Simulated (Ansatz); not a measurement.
Consider CuSbF$_{6}$.

```yaml
crystal:
  lattice:
    - [3.45257, 0.00000, 0.00000]
    - [0.00000, 3.45257, 0.00000]
    - [0.00000, 0.00000, 6.57684]
  atoms:
    - { symbol: Cu, position: [0.50000, 0.50000, 0.50000] }
    - { symbol: F, position: [0.50000, 0.50000, 0.00000] }
    - { symbol: F, position: [0.00000, 0.00000, 0.50000] }
    - { symbol: F, position: [0.00000, 0.50000, 0.21957] }
    - { symbol: F, position: [0.50000, 0.00000, 0.78043] }
    - { symbol: F, position: [0.50000, 0.00000, 0.21957] }
    - { symbol: F, position: [0.00000, 0.50000, 0.78043] }
    - { symbol: Sb, position: [0.00000, 0.00000, 0.00000] }
```

Space group P4/mmm; a structure from a database of computed crystals, not necessarily the ambient phase; started from the TaNbAl6-123 prototype, which need not be the ambient phase; computed without spin polarisation.

Level of theory: Ansatz 0.2.0, DFT, r2SCAN+rVV10, plane waves, PAW.

What can the converged valence pseudo-density and electron localisation function tell about the bonding?

Answer. Cu–F (2.44 Å): the density is about 0.17 e/Å³ at the midpoint; the ELF is about 0.05 at the midpoint; no shared electron pair shows on this line.
Sb–F (2.44 Å): ρ at the midpoint is about 0.27 e/Å³; the ELF is about 0.15 at the midpoint; no localised pair shows between them.

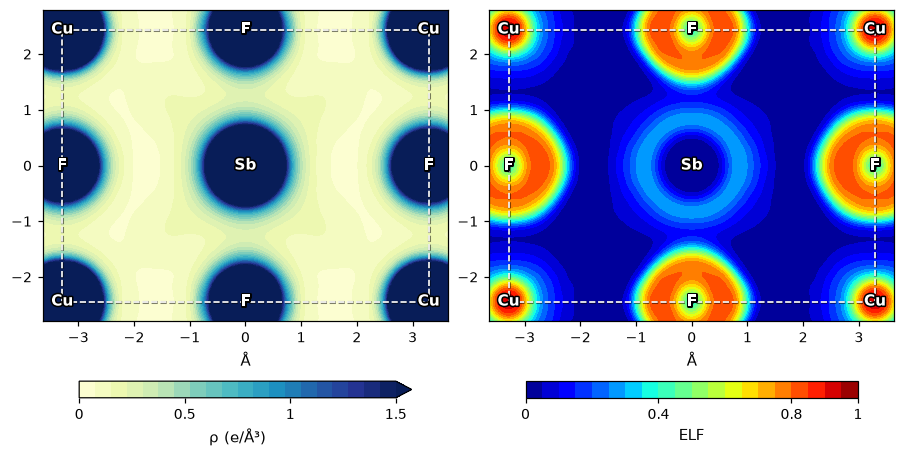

Computed valence pseudo-density and electron localisation function on the (110) plane of the conventional cell, in this order. 
